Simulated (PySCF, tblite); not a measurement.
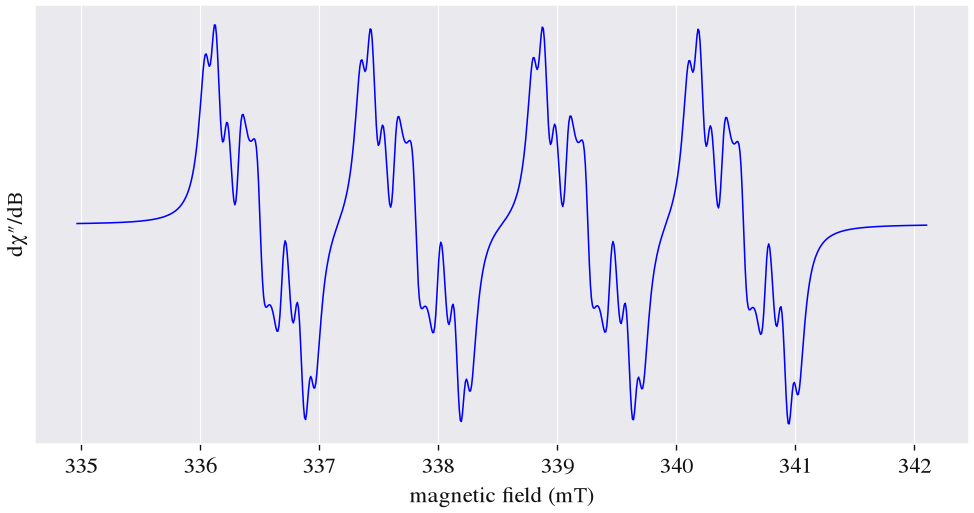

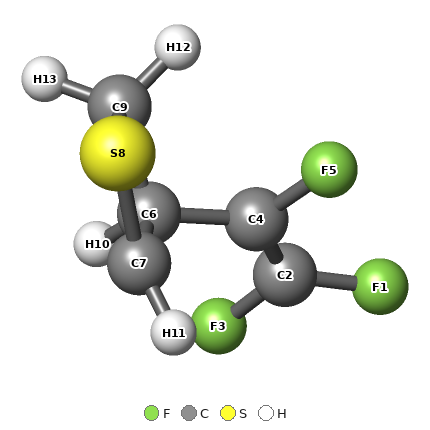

First-order isotropic EPR spectrum (fast tumbling, first derivative) of C₅H₄F₃S, SMILES FC(F)=C(F)[C@H]1[CH]SC1, doublet at 9.50 GHz, Lorentzian lines of 0.14 mT full width at half height, from computed g and hyperfine couplings (B3LYP/pcH-1, PySCF, at a GFN2-xTB geometry (a minimum by its frequencies), gas phase); values of one conformer, averaged over methyl-type rotors alone; other conformers aren't averaged in; no vibrational averaging; dilute isotopes left out. The SMILES is one Lewis form and needn't show where the spin sits.

Q: Which couplings does the calculation give? The spectrum shows the sizes of those above the line width, not their signs.

A:
```
nuclei  isotope  a (mT)  a (MHz)
   H10       ¹H    2.75     77.3
   H11       ¹H   −1.32    −36.9
    F1      ¹⁹F    0.36     10.2
   H12       ¹H    0.22      6.1
    F3      ¹⁹F    0.10      2.9
   H13       ¹H    0.08      2.3
    F5      ¹⁹F   −0.06     −1.7
```

Q: What is the g value, and how wide is the spectrum?

A: g_iso = 2.0050, which centres the spectrum at 338.5 mT; it spans 4.9 mT.

Caveats: the tight-binding geometry is rougher than a DFT one and adds to the error.
